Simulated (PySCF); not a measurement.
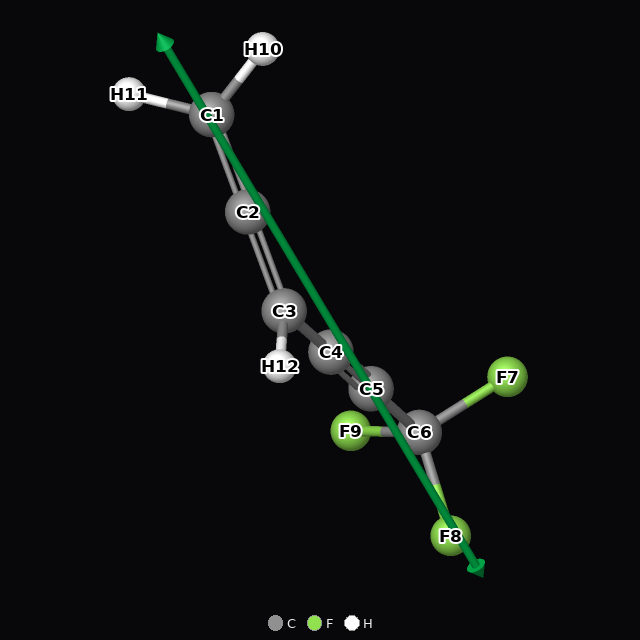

The double arrow shows the direction of the transition dipole to excited singlet state 7 (its length means nothing). Computed geometry: GFN2-xTB optimisation. No frequency run is at hand to confirm it as a minimum. Properties computed with TDDFT CAM-B3LYP/def2-SVPD, vertical, gas phase, core orbitals frozen in the response (PySCF 2.14.0).

**How is the transition polarised?**

Close to the long direction C1···F8.

**Give its energy, strength and character.**

7.46 eV (166 nm), oscillator strength 0.48, of mixed character, with the largest part HOMO−2 → LUMO+1 (weight 0.37); transition dipole 4.12 D.
